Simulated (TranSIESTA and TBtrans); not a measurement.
Junction: Au chain with one bond stretched by 1.0 Å. Leads: straight Au chain, spacing 2.55 Å. Geometry: as built, not relaxed.

TranSIESTA and TBtrans, PBE, DZP numerical orbitals (energy shift 0.15 eV), PseudoDojo norm-conserving scalar-relativistic potentials, mesh cutoff 200 Ry, 300 K, no spin polarisation, no spin-orbit coupling; self-consistent non-equilibrium Green functions.

Energies count from the leads' Fermi level. Transmissions are for one spin of a degenerate pair. The energy step is 0.01 eV; narrower resonances are cut or missed.

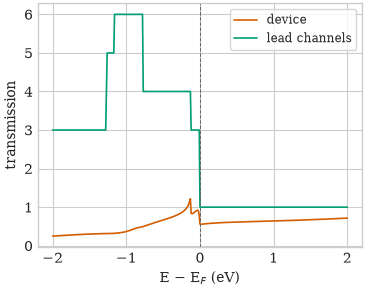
*Transmission against energy*

```
E (eV)     T  lead channels
------  ----  -------------
-2.00   0.25              3
-1.80   0.27              3
-1.60   0.29              3
-1.40   0.31              3
-1.20   0.32      band edge
-1.00   0.37      band edge
-0.80   0.48      band edge
-0.60   0.61              4
-0.40   0.73              4
-0.20   0.94              4
0.00    0.55              1
0.20    0.59              1
0.40    0.61              1
0.60    0.62              1
0.80    0.63              1
1.00    0.64              1
1.20    0.65              1
1.40    0.67              1
1.60    0.68              1
1.80    0.70              1
2.00    0.72              1
```

The leads' channel count changes near -0.01 eV, within the thermal window, so values at the Fermi level hang on where that band edge falls. The straight chain is held at its spacing; free chains may zigzag or dimerise. No spin-polarised start was tried, so a magnetic state, if there is one, is missed. Spin-orbit coupling, left out here, matters for the heavy atoms.
